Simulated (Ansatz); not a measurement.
The starting structures come from a database of crystals and need not be the phases stable at ambient conditions.

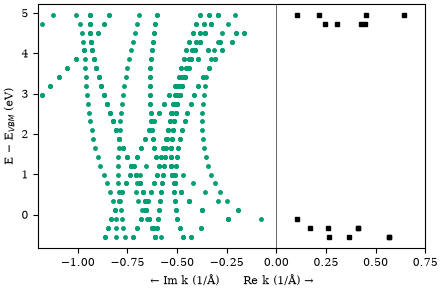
Figure. Complex bands at the centre of the two-dimensional zone; Ansatz (a program for electronic structure) with r2SCAN

No gap correction and no spin-orbit coupling; mid-gap is the computed energy nearest the middle.

This is Si₃N₄ (I-43d, 14 atoms a cell, 9.6 Å³ an atom) along the normal of (001). Read off the slowest decay at the centre of the two-dimensional zone at 2.31 eV, the computed energy nearest the middle of the gap.

κ ≈ 0.37 1/Å, a decay length 1/(2κ) of the density of 1.3 Å.
